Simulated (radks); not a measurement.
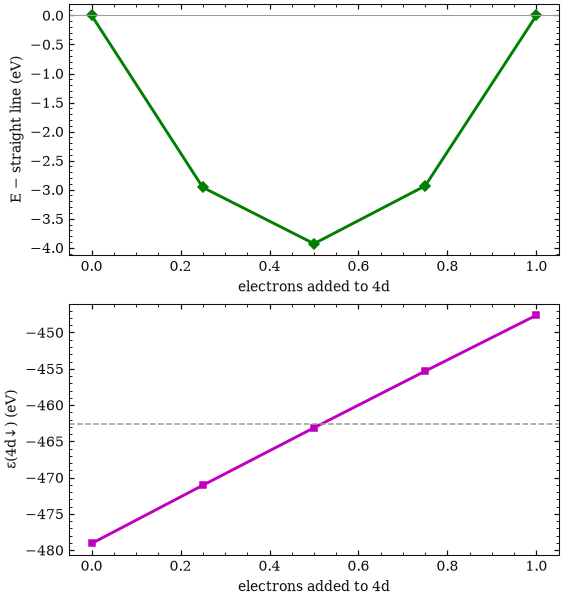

Theory: scalar-relativistic Kohn-Sham, LDA (Slater exchange, Perdew-Wang correlation), spin-polarised, spherical densities, finite nucleus (computed with the in-house radial solver radks). The occupation of the 4d shell is varied from Bi³⁺ ([Kr] 4d9 4f14 5s2 5p6 5d10 6s2 6p1 (high spin)) to Bi²⁺ ([Xe] 4f14 5d10 6s2 6p1 (high spin)), with spherical fractional occupations. The plot shows the total energy less the straight line between the end points, and the eigenvalue of 4d↓ (the dashed line is minus the energy to take the whole electron out).

> Is the energy convex or concave in the occupation, and by how much?

The curve is convex (below the straight line), with the largest deviation among the points computed, −3.93 eV, at 0.5. The end points differ by 462.6 eV, the energy to take the electron out. The eigenvalue, which is the slope of the energy (Janak's theorem), moves from −479.1 eV at 0 to −447.6 eV at 1; for a straight line it would stay constant, and a parabola would sag by an eighth of this change, scaled to a whole electron, 3.93 eV. Convexity is the mark of the delocalisation error, which puts fractional charges too low; for p, d and f shells the spherical spreading of the fraction adds to it. The shell lies under occupied ones, so the straight line is a guide here rather than an exact condition.
